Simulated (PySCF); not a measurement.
# Si, Si⁺: ionisation energy in def2-SVP

Aim: the ionisation energy of silicon from differences of total energies, at each level of theory, and how far each lands from the tabulated value where there is one.

Method: unrestricted determinants in a Gaussian basis, no spin-orbit coupling in the energies. Code: PySCF 2.14.0.

### Step 1. The atom as given

```
Element                                   : silicon (Z = 14)
Basis                                     : def2-SVP
Hamiltonian                               : the non-relativistic Hamiltonian (point nucleus)
State 1                                   : Si: [Ne] 3s2 3p2, high-spin 3P determinant
State 2                                   : Si⁺: [Ne] 3s2 3p1, 2P determinant
Methods                                   : UHF, M06-2X, BP86, MP2, CCSD(T)
Core shells frozen in the correlated runs : valence: [Ne] (for Si)
```

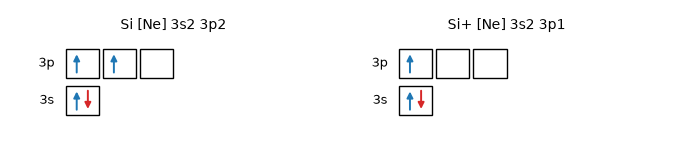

The shells outside the core, filled by Hund's rule for the drawing.

The runs were made by one driver on top of PySCF. The scripts below sum up each run's settings (the driver also hands on starting orbitals that pick excited configurations, and frozen orbitals as a list rather than a count), and the logs come from the driver's own runs. The driver starts from symmetry-adapted Hartree-Fock orbitals, holds the occupation by maximum overlap and uses a logarithmic radial grid for functionals, so a plain start would take other cycles.

The driver's launch:

```sh
$ OMP_NUM_THREADS=1 python atomrun2.py TASK.json OUT
```

The integrals over 18 functions and the set-up took 0.06 s of CPU time.

### Step 2. Si, method by method

UHF:

File input.py:

```python
from pyscf import gto, scf, dft, mp, cc
import basis_set_exchange as bse
mol = gto.M(atom="Si 0 0 0", charge=0, spin=2, symmetry="D2h",
            basis=gto.basis.parse(bse.get_basis("def2-SVP", elements=["Si"], fmt="nwchem", header=False)))
mf = scf.UHF(mol)
mf.irrep_nelec = {'Ag': (3, 3), 'B1u': (2, 1), 'B2u': (2, 1), 'B3u': (1, 1)}
mf.kernel()
```

What it wrote:

```text
damping factor = 0
level_shift factor = 0
DIIS = <class 'pyscf.scf.diis.CDIIS'>
diis_start_cycle = 1
diis_space = 10
diis_damp = 0
SCF conv_tol = 1e-09
SCF conv_tol_grad = None
number electrons alpha = 8  beta = 6
cycle= 1 E= -288.752642517501  delta_E= -0.00282  |g|= 0.0189  |ddm|= 0.0556
cycle= 2 E= -288.753055561826  delta_E= -0.000413  |g|= 0.0073  |ddm|= 0.0216
cycle= 3 E= -288.753128353056  delta_E= -7.28e-05  |g|= 0.000244  |ddm|= 0.0137
cycle= 4 E= -288.753128467443  delta_E= -1.14e-07  |g|= 6.14e-05  |ddm|= 0.00126
cycle= 5 E= -288.753128476092  delta_E= -8.65e-09  |g|= 8.99e-06  |ddm|= 0.000464
cycle= 6 E= -288.753128476253  delta_E= -1.61e-10  |g|= 7.06e-07  |ddm|= 6.92e-05
converged SCF energy = -288.753128476253  <S^2> = 2.0089078  2S+1 = 3.0059327
```

It took 0.07 s on 1 thread of Neoverse-V1, shared host, the integrals not counted.

The occupied shells:

```csv
shell,electrons,mean orbital energy (eV),spread (eV),rms radius (bohr)
1s α,1,-1871.6,0,0.129
1s β,1,-1871.3,0,0.129
2s α,1,-167.38,0,0.615
2s β,1,-167.09,0,0.615
2p α,3,-115.89,0.246,0.600
2p β,3,-115.36,0.365,0.600
3s α,1,-16.693,0,2.39
3s β,1,-12.394,0,2.39
3p α,2,-8.121,0,2.92
```

⟨S²⟩ = 2.009, ⟨L²⟩ = 2.03.

M06-2X:

input.py, as changed from the run before:

```diff
@@ -4,3 +4,3 @@
             basis=gto.basis.parse(bse.get_basis("def2-SVP", elements=["Si"], fmt="nwchem", header=False)))
-mf = scf.UHF(mol)
+mf = dft.UKS(mol, xc="M062X")
 mf.irrep_nelec = {'Ag': (3, 3), 'B1u': (2, 1), 'B2u': (2, 1), 'B3u': (1, 1)}
```

What it wrote:

```text
damping factor = 0
level_shift factor = 0
DIIS = <class 'pyscf.scf.diis.CDIIS'>
diis_start_cycle = 1
diis_space = 10
diis_damp = 0
SCF conv_tol = 1e-09
SCF conv_tol_grad = None
number electrons alpha = 8  beta = 6
XC functionals = M062X
    Y. Zhao and D. G. Truhlar.,  Theor. Chem. Acc. 120, 215 (2008)
    Y. Zhao and D. G. Truhlar.,  Theor. Chem. Acc. 120, 215 (2008)
cycle= 1 E= -289.255374342945  delta_E= -0.00206  |g|= 0.00586  |ddm|= 0.108
cycle= 2 E= -289.255424148648  delta_E= -4.98e-05  |g|= 0.00134  |ddm|= 0.031
cycle= 3 E= -289.255426518486  delta_E= -2.37e-06  |g|= 0.00034  |ddm|= 0.00495
cycle= 4 E= -289.255426646683  delta_E= -1.28e-07  |g|= 2.13e-05  |ddm|= 0.00152
cycle= 5 E= -289.255426647237  delta_E= -5.54e-10  |g|= 1.71e-06  |ddm|= 8.23e-05
converged SCF energy = -289.255426647237  <S^2> = 2.0017869  2S+1 = 3.0011911
```

Time after the integrals: 0.18 s (1 thread of Neoverse-V1, shared host).

BP86:

input.py, as changed from the run before:

```diff
@@ -4,3 +4,3 @@
             basis=gto.basis.parse(bse.get_basis("def2-SVP", elements=["Si"], fmt="nwchem", header=False)))
-mf = dft.UKS(mol, xc="M062X")
+mf = dft.UKS(mol, xc="B88,P86")
 mf.irrep_nelec = {'Ag': (3, 3), 'B1u': (2, 1), 'B2u': (2, 1), 'B3u': (1, 1)}
```

What it wrote:

```text
damping factor = 0
level_shift factor = 0
DIIS = <class 'pyscf.scf.diis.CDIIS'>
diis_start_cycle = 1
diis_space = 10
diis_damp = 0
SCF conv_tol = 1e-09
SCF conv_tol_grad = None
number electrons alpha = 8  beta = 6
XC functionals = B88,P86
    A. D. Becke.,  Phys. Rev. A 38, 3098 (1988)
    J. P. Perdew.,  Phys. Rev. B 33, 8822 (1986)
cycle= 1 E= -289.297735660804  delta_E= -0.0039  |g|= 0.0107  |ddm|= 0.152
cycle= 2 E= -289.297811088986  delta_E= -7.54e-05  |g|= 0.00184  |ddm|= 0.0303
cycle= 3 E= -289.297815336938  delta_E= -4.25e-06  |g|= 0.000748  |ddm|= 0.00968
cycle= 4 E= -289.297815828254  delta_E= -4.91e-07  |g|= 9.9e-05  |ddm|= 0.00268
cycle= 5 E= -289.29781583861  delta_E= -1.04e-08  |g|= 2.94e-07  |ddm|= 0.000206
cycle= 6 E= -289.297815838611  delta_E= -1.14e-13  |g|= 2.66e-08  |ddm|= 2.06e-06
converged SCF energy = -289.297815838611  <S^2> = 2.0024921  2S+1 = 3.001661
```

Time after the integrals: 0.11 s (1 thread of Neoverse-V1, shared host).

MP2 (valence):

input.py, as changed from the run before:

```diff
@@ -4,4 +4,5 @@
             basis=gto.basis.parse(bse.get_basis("def2-SVP", elements=["Si"], fmt="nwchem", header=False)))
-mf = dft.UKS(mol, xc="B88,P86")
+mf = scf.UHF(mol)
 mf.irrep_nelec = {'Ag': (3, 3), 'B1u': (2, 1), 'B2u': (2, 1), 'B3u': (1, 1)}
 mf.kernel()
+mp.UMP2(mf, frozen=5).kernel()
```

No log was kept for this step.

Time after the integrals: 0.01 s (1 thread of Neoverse-V1, shared host).

With 4 electrons correlated, the MP2 correlation energy is -0.04349 hartree (-0.00691 same spin, -0.03658 opposite spin); the SCS form gives -0.04620. Largest pairs of shells: 3s-3p -0.0254, 3s-3s -0.0141, 3p-3p -0.0041.

CCSD(T) (valence):

input.py, as changed from the run before:

```diff
@@ -7,2 +7,3 @@
 mf.kernel()
-mp.UMP2(mf, frozen=5).kernel()
+mycc = cc.CCSD(mf, frozen=5).run()
+mycc.ccsd_t()
```

What it wrote:

```text
CC2 = 0
CCSD nocc = (np.int64(3), np.int64(1)), nmo = (13, 13)
frozen orbitals [[0, 1, 2, 3, 4], [0, 1, 2, 3, 4]]
max_cycle = 100
direct = 0
conv_tol = 1e-08
conv_tol_normt = 1e-06
diis_space = 8
diis_start_cycle = 0
Init t2, MP2 energy = -0.0434906288202452
Init E_corr(UCCSD) = -0.043490628820723
cycle = 1  E_corr(UCCSD) = -0.0556571712288307  dE = -0.0121665424  norm(t1,t2) = 0.0529604
cycle = 2  E_corr(UCCSD) = -0.0592867597217735  dE = -0.00362958849  norm(t1,t2) = 0.0206342
cycle = 3  E_corr(UCCSD) = -0.0614513320886777  dE = -0.00216457237  norm(t1,t2) = 0.00941001
cycle = 4  E_corr(UCCSD) = -0.061438843432841  dE = 1.24886558e-05  norm(t1,t2) = 0.00172591
cycle = 5  E_corr(UCCSD) = -0.0614606325748224  dE = -2.1789142e-05  norm(t1,t2) = 0.00027311
cycle = 6  E_corr(UCCSD) = -0.0614541710786564  dE = 6.46149617e-06  norm(t1,t2) = 3.61947e-05
cycle = 7  E_corr(UCCSD) = -0.0614563442816747  dE = -2.17320302e-06  norm(t1,t2) = 8.41242e-06
cycle = 8  E_corr(UCCSD) = -0.061455798978774  dE = 5.45302901e-07  norm(t1,t2) = 2.01936e-06
cycle = 9  E_corr(UCCSD) = -0.0614559060412141  dE = -1.0706244e-07  norm(t1,t2) = 5.37735e-07
cycle = 10  E_corr(UCCSD) = -0.0614558971320256  dE = 8.90918848e-09  norm(t1,t2) = 8.0656e-08
UCCSD converged
E(UCCSD) = -288.8145843733853  E_corr = -0.06145589713202561
UCCSD(T) correction = -0.000977066414828004
```

Time after the integrals: 0.1 s (1 thread of Neoverse-V1, shared host).

CCSD correlation -0.06146 hartree, triples -0.00098; total -288.815561. T1 = 0.010, largest double amplitude 0.112.

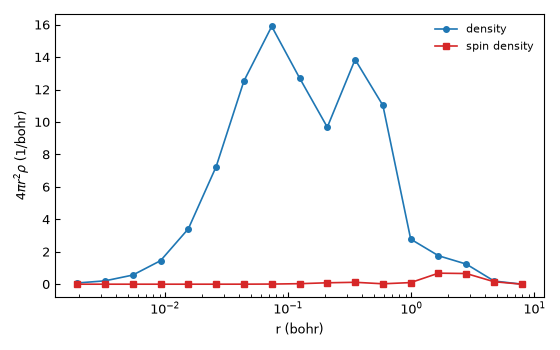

Radial density 4πr²ρ of Si at UHF, at 17 stored radii joined by straight lines.

### Step 3. Si⁺: the ladder of methods

UHF:

File input.py:

```python
from pyscf import gto, scf, dft, mp, cc
import basis_set_exchange as bse
mol = gto.M(atom="Si 0 0 0", charge=1, spin=1, symmetry="D2h",
            basis=gto.basis.parse(bse.get_basis("def2-SVP", elements=["Si"], fmt="nwchem", header=False)))
mf = scf.UHF(mol)
mf.irrep_nelec = {'Ag': (3, 3), 'B1u': (1, 1), 'B2u': (2, 1), 'B3u': (1, 1)}
mf.kernel()
```

What it wrote:

```text
damping factor = 0
level_shift factor = 0
DIIS = <class 'pyscf.scf.diis.CDIIS'>
diis_start_cycle = 1
diis_space = 10
diis_damp = 0
SCF conv_tol = 1e-09
SCF conv_tol_grad = None
number electrons alpha = 7  beta = 6
cycle= 1 E= -288.47154814997  delta_E= -0.00338  |g|= 0.0212  |ddm|= 0.0664
cycle= 2 E= -288.47207031935  delta_E= -0.000522  |g|= 0.00844  |ddm|= 0.0264
cycle= 3 E= -288.472170369207  delta_E= -0.0001  |g|= 0.000397  |ddm|= 0.0178
cycle= 4 E= -288.472170662202  delta_E= -2.93e-07  |g|= 5.56e-05  |ddm|= 0.00187
cycle= 5 E= -288.472170667952  delta_E= -5.75e-09  |g|= 7.53e-06  |ddm|= 0.000384
cycle= 6 E= -288.47217066805  delta_E= -9.77e-11  |g|= 6.34e-07  |ddm|= 5.79e-05
converged SCF energy = -288.47217066805  <S^2> = 0.76091841  2S+1 = 2.0108888
```

It took 0.06 s on 1 thread of Neoverse-V1, shared host, the integrals not counted.

Orbital energies by shell (radii are means over both spins):

```csv
shell,electrons,mean orbital energy (eV),spread (eV),rms radius (bohr)
1s α,1,-1881.6,0,0.129
1s β,1,-1881.5,0,0.129
2s α,1,-177.23,0,0.615
2s β,1,-177.04,0,0.615
2p α,3,-125.63,0.316,0.600
2p β,3,-125.29,0.451,0.600
3s α,1,-24.003,0,2.26
3s β,1,-21.637,0,2.26
3p α,1,-16.128,0,2.72
```

⟨S²⟩ = 0.761, ⟨L²⟩ = 2.03.

M06-2X:

input.py, as changed from the run before:

```diff
@@ -4,3 +4,3 @@
             basis=gto.basis.parse(bse.get_basis("def2-SVP", elements=["Si"], fmt="nwchem", header=False)))
-mf = scf.UHF(mol)
+mf = dft.UKS(mol, xc="M062X")
 mf.irrep_nelec = {'Ag': (3, 3), 'B1u': (1, 1), 'B2u': (2, 1), 'B3u': (1, 1)}
```

What it wrote:

```text
damping factor = 0
level_shift factor = 0
DIIS = <class 'pyscf.scf.diis.CDIIS'>
diis_start_cycle = 1
diis_space = 10
diis_damp = 0
SCF conv_tol = 1e-09
SCF conv_tol_grad = None
number electrons alpha = 7  beta = 6
XC functionals = M062X
    Y. Zhao and D. G. Truhlar.,  Theor. Chem. Acc. 120, 215 (2008)
    Y. Zhao and D. G. Truhlar.,  Theor. Chem. Acc. 120, 215 (2008)
cycle= 1 E= -288.961937682124  delta_E= -0.00195  |g|= 0.00627  |ddm|= 0.106
cycle= 2 E= -288.961992474263  delta_E= -5.48e-05  |g|= 0.00177  |ddm|= 0.0165
cycle= 3 E= -288.961997275748  delta_E= -4.8e-06  |g|= 0.000139  |ddm|= 0.00578
cycle= 4 E= -288.961997299033  delta_E= -2.33e-08  |g|= 1.53e-05  |ddm|= 0.000323
cycle= 5 E= -288.961997299313  delta_E= -2.8e-10  |g|= 8.7e-07  |ddm|= 7.1e-05
converged SCF energy = -288.961997299313  <S^2> = 0.75201973  2S+1 = 2.0020187
```

Time after the integrals: 0.18 s (1 thread of Neoverse-V1, shared host).

BP86:

input.py, as changed from the run before:

```diff
@@ -4,3 +4,3 @@
             basis=gto.basis.parse(bse.get_basis("def2-SVP", elements=["Si"], fmt="nwchem", header=False)))
-mf = dft.UKS(mol, xc="M062X")
+mf = dft.UKS(mol, xc="B88,P86")
 mf.irrep_nelec = {'Ag': (3, 3), 'B1u': (1, 1), 'B2u': (2, 1), 'B3u': (1, 1)}
```

What it wrote:

```text
damping factor = 0
level_shift factor = 0
DIIS = <class 'pyscf.scf.diis.CDIIS'>
diis_start_cycle = 1
diis_space = 10
diis_damp = 0
SCF conv_tol = 1e-09
SCF conv_tol_grad = None
number electrons alpha = 7  beta = 6
XC functionals = B88,P86
    A. D. Becke.,  Phys. Rev. A 38, 3098 (1988)
    J. P. Perdew.,  Phys. Rev. B 33, 8822 (1986)
cycle= 1 E= -288.994651530538  delta_E= -0.00385  |g|= 0.0106  |ddm|= 0.151
cycle= 2 E= -288.994708556585  delta_E= -5.7e-05  |g|= 0.00163  |ddm|= 0.0125
cycle= 3 E= -288.994710042061  delta_E= -1.49e-06  |g|= 0.000256  |ddm|= 0.00217
cycle= 4 E= -288.994710115654  delta_E= -7.36e-08  |g|= 3.09e-05  |ddm|= 0.00059
cycle= 5 E= -288.994710116341  delta_E= -6.88e-10  |g|= 2e-07  |ddm|= 0.000116
converged SCF energy = -288.994710116341  <S^2> = 0.75316603  2S+1 = 2.0031635
```

It took 0.1 s on 1 thread of Neoverse-V1, shared host, the integrals not counted.

MP2 (valence):

input.py, as changed from the run before:

```diff
@@ -4,4 +4,5 @@
             basis=gto.basis.parse(bse.get_basis("def2-SVP", elements=["Si"], fmt="nwchem", header=False)))
-mf = dft.UKS(mol, xc="B88,P86")
+mf = scf.UHF(mol)
 mf.irrep_nelec = {'Ag': (3, 3), 'B1u': (1, 1), 'B2u': (2, 1), 'B3u': (1, 1)}
 mf.kernel()
+mp.UMP2(mf, frozen=5).kernel()
```

The driver printed no log here.

Time after the integrals: 0.01 s (1 thread of Neoverse-V1, shared host).

With 3 electrons correlated, the MP2 correlation energy is -0.03522 hartree (-0.00215 same spin, -0.03308 opposite spin); the SCS form gives -0.04041. Largest pairs of shells: 3s-3s -0.0208, 3s-3p -0.0144, 3p-3p 0.0000.

CCSD(T) (valence):

input.py, as changed from the run before:

```diff
@@ -7,2 +7,3 @@
 mf.kernel()
-mp.UMP2(mf, frozen=5).kernel()
+mycc = cc.CCSD(mf, frozen=5).run()
+mycc.ccsd_t()
```

What it wrote:

```text
CC2 = 0
CCSD nocc = (np.int64(2), np.int64(1)), nmo = (13, 13)
frozen orbitals [[0, 1, 2, 3, 4], [0, 1, 2, 3, 4]]
max_cycle = 100
direct = 0
conv_tol = 1e-08
conv_tol_normt = 1e-06
diis_space = 8
diis_start_cycle = 0
Init t2, MP2 energy = -0.0352241820579064
Init E_corr(UCCSD) = -0.0352241820582277
cycle = 1  E_corr(UCCSD) = -0.0463872022333217  dE = -0.0111630202  norm(t1,t2) = 0.0551284
cycle = 2  E_corr(UCCSD) = -0.0502784180339134  dE = -0.0038912158  norm(t1,t2) = 0.0233727
cycle = 3  E_corr(UCCSD) = -0.0530141483996472  dE = -0.00273573037  norm(t1,t2) = 0.0108049
cycle = 4  E_corr(UCCSD) = -0.0529950516568998  dE = 1.90967427e-05  norm(t1,t2) = 0.00132257
cycle = 5  E_corr(UCCSD) = -0.0530164477871485  dE = -2.13961302e-05  norm(t1,t2) = 0.000170729
cycle = 6  E_corr(UCCSD) = -0.0530092116046911  dE = 7.23618246e-06  norm(t1,t2) = 2.97933e-05
cycle = 7  E_corr(UCCSD) = -0.0530117877471113  dE = -2.57614242e-06  norm(t1,t2) = 8.44398e-06
cycle = 8  E_corr(UCCSD) = -0.0530111862852165  dE = 6.01461895e-07  norm(t1,t2) = 2.07549e-06
cycle = 9  E_corr(UCCSD) = -0.0530112375757424  dE = -5.12905259e-08  norm(t1,t2) = 2.39429e-07
cycle = 10  E_corr(UCCSD) = -0.0530112323822443  dE = 5.19349806e-09  norm(t1,t2) = 3.45852e-08
UCCSD converged
E(UCCSD) = -288.5251819004322  E_corr = -0.05301123238224432
UCCSD(T) correction = -0.000661684486445209
```

It took 0.09 s on 1 thread of Neoverse-V1, shared host, the integrals not counted.

CCSD correlation -0.05301 hartree, triples -0.00066; total -288.525844. T1 = 0.012, largest double amplitude 0.112.

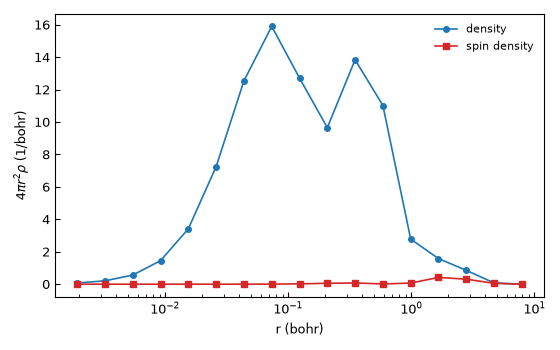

Radial density 4πr²ρ of Si⁺ at UHF, at 17 stored radii joined by straight lines.

### Step 4. Orbital energies side by side

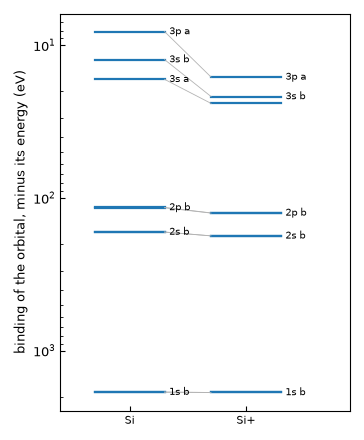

Hartree-Fock orbital energies of the states on a logarithmic scale (a, b: spin up and down; * marks an excited configuration).

### Step 5. The energy differences

Ionisation energy: Si [Ne] 3s2 3p2 (3P) → Si⁺ [Ne] 3s2 3p1 (2P).

| method | value (eV) | error (eV) | CPU time, both states (s) |
| --- | --- | --- | --- |
| UHF | 7.645 | -0.512 | 0.13 |
| M06-2X | 7.985 | -0.172 | 0.36 |
| BP86 | 8.248 | +0.091 | 0.21 |
| MP2 (valence) | 7.870 | -0.287 | 0.13 |
| SCS-MP2 (valence) | 7.803 | -0.354 | 0.13 |
| CCSD (valence) | 7.875 | -0.282 |  |
| CCSD(T) (valence) | 7.884 | -0.273 | 0.32 |

Reference: 8.157 eV (measured; NIST levels, between the centres of gravity of the two terms). Errors of the correlated levels include the incompleteness of this basis.

Times are CPU seconds on a shared host without the integrals; correlated rows include their Hartree-Fock run, whose time holds the symmetry-adapted start and any spin-orbit constants, while functionals begin from orbitals already made.

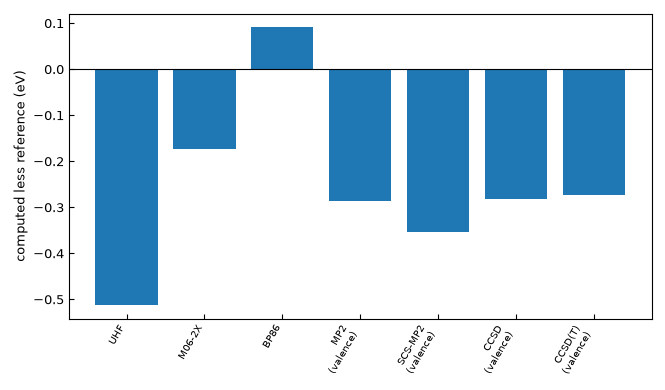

Computed less reference values by method.

### Step 6. Outcome

| quantity | value |
| --- | --- |
| ionisation energy, Si | UHF 7.645, CCSD(T) (valence) 7.884 eV; reference 8.157 |

Each level's miss and price (over 1 difference):

```
           method  mean absolute miss against the measured value (with the measured fine structure taken into account where it is known) (eV)  CPU time, both states (s)
              UHF                                                                                                                       0.512                       0.13
           M06-2X                                                                                                                       0.172                       0.36
             BP86                                                                                                                       0.091                       0.21
    MP2 (valence)                                                                                                                       0.287                       0.13
SCS-MP2 (valence)                                                                                                                       0.354                       0.13
   CCSD (valence)                                                                                                                       0.282                           
CCSD(T) (valence)                                                                                                                       0.273                       0.32
```

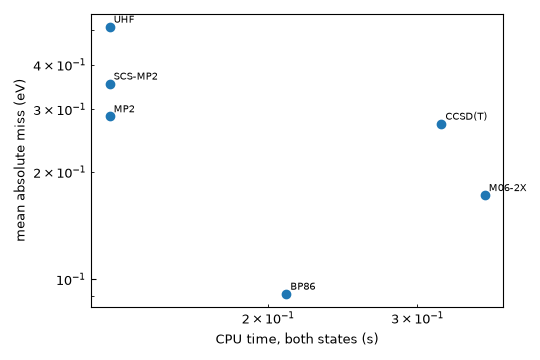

Miss against the measured value (with the measured fine structure taken into account where it is known) and CPU time.

In words: Against experiment BP86 comes closest (off by 0.09 eV) and UHF is farthest (0.51 eV). Hartree-Fock falls short because the species with more electrons holds more correlation energy, which it lacks. All values hold for this basis alone; no basis-set limit was taken.
